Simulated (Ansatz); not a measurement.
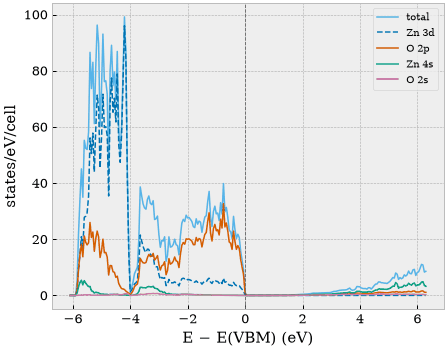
Fig. 1. Total and projected density of states of MgZn₃O₄ in space group C2 (No. 5; Pearson symbol mS64), PBE in the plane-wave PAW code Ansatz

Which orbitals carry the states next to the gap?

Top 1 eV of the valence band: O 2p 82 %, Zn 3d 16 %. Bottom 1 eV of the conduction band: Zn 4s 43 %, O 2s 24 %, O 2p 17 %, Mg 3s 13 %. Projections are on Löwdin-orthogonalised atomic valence shells; empty p or d shells of many metals are not among them.

Where is the tallest occupied peak in this window, and what makes it?

Near -4.2 eV, about 99 states/eV per cell; the largest projected share is Zn 3d.

The start of the workflow was typed in or built on a structure type; neither database checked (COD, Materials Project) lists it. Whether it is the stable phase at ambient conditions was not checked. The PBE relaxation kept the symmetry of its start; whether a distortion lowers the energy is not shown.

Potentials: the later of the program's two PAW sets.
